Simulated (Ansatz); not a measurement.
# GaNH₆: a rigid scan of the bond length N1–H3

How does the energy rise as the bond length N1–H3 leaves its equilibrium value, and do density functionals follow CCSD(T)? No other atom is relaxed.

Program: Ansatz 0.2.0, Gaussian basis. Level of theory: single points in def2-TZVPP. These are calculated values, not measurements.

Levels: PBE-D4, r2SCAN-D4, PBE0-D4, B3LYP-D4, wB97M-V, Hartree-Fock, MP2, CCSD, CCSD(T). The scan takes 0.892, 0.927, 0.979, 1.039, 1.106, 1.178, 1.254, 1.335, 1.419 Å.

Correlated methods freeze the cores. Filled d shells of the heavier atoms are correlated. B3LYP uses VWN-RPA correlation.

34 further runs of the same task are left out: 34 set aside as unsound or not needed.

## 1. Starting geometry

8 atoms, charge 0, spin multiplicity 1.

Atoms are counted from 1 here; the program's logs count them from 0.

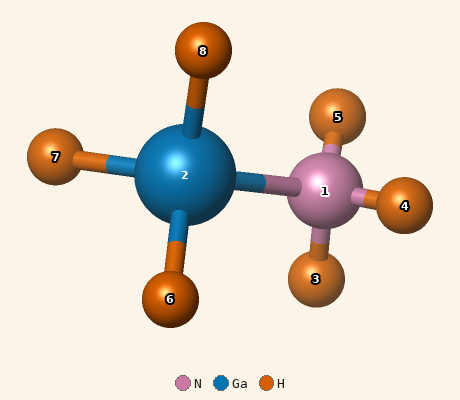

Start geometry, drawn with nitrogen pink, gallium blue, hydrogen orange; atoms are numbered from 1 in the order of the file.

Coordinates:

```
N    -0.2833   -0.1914   -0.9518
Ga    0.2700    0.1127    0.8291
H    -0.3670    0.7664   -1.4877
H    -1.2262   -0.5263   -0.9612
H     0.3042   -0.8201   -1.4759
H    -0.7109    1.1600    1.5806
H     1.7937    0.7198    0.8118
H     0.3118   -1.2782    1.5994
```

## 2. A first relaxation in a small basis

The input, pre/in.yaml:

```yaml
crystal:
  periodic: [false, false, false]
  atoms:
    - {symbol: N, position_ang: [-0.283300, -0.191400, -0.951800]}
    - {symbol: Ga, position_ang: [0.270000, 0.112700, 0.829100]}
    - {symbol: H, position_ang: [-0.367000, 0.766400, -1.487700]}
    - {symbol: H, position_ang: [-1.226200, -0.526300, -0.961200]}
    - {symbol: H, position_ang: [0.304200, -0.820100, -1.475900]}
    - {symbol: H, position_ang: [-0.710900, 1.160000, 1.580600]}
    - {symbol: H, position_ang: [1.793700, 0.719800, 0.811800]}
    - {symbol: H, position_ang: [0.311800, -1.278200, 1.599400]}
basis:
  gaussian: {orbitals: def2-SVP}
hamiltonian: {xc: pbe, dispersion: d4}
relax: {f_tol: 0.03, max_steps: 250}
```

The command line of these runs was not kept.

Further steps of the session: Relaxation at PBE0-D4; Reference energies at the minimum; N1–H3 = 0.892 Å; N1–H3 = 0.927 Å; N1–H3 = 0.979 Å; N1–H3 = 1.039 Å; N1–H3 = 1.106 Å; N1–H3 = 1.178 Å; N1–H3 = 1.254 Å; N1–H3 = 1.335 Å; N1–H3 = 1.419 Å.

What does the calculation give? Wanted: highest point, CCSD(T); lowest point, CCSD(T); minimum along the scan, CCSD(T); RMS deviation from CCSD(T); largest T1 diagnostic.

As calculated:

```
                       quantity                                                                                                            value
         highest point, CCSD(T)                                                                                         39.5 kcal/mol at 1.419 Å
          lowest point, CCSD(T)                                                                                          0.0 kcal/mol at 1.013 Å
minimum along the scan, CCSD(T)                                                                                                          1.013 Å
                curvature there                                                                                                       44.9 eV/Å²
     RMS deviation from CCSD(T)  PBE-D4 1.5, r2SCAN-D4 0.0, PBE0-D4 0.5, B3LYP-D4 0.2, wB97M-V 0.5, Hartree-Fock 3.7, MP2 0.7, CCSD 0.5 kcal/mol
          largest T1 diagnostic                                                                                                            0.013
```

In words: A polynomial through the near points puts the CCSD(T) minimum at the PBE0-D4 value. The third derivative is negative, the usual anharmonicity of a bond. Curvature against CCSD(T): PBE-D4 -5 %, Hartree-Fock +11 %. Best along the scan: r2SCAN-D4. Worst: Hartree-Fock.
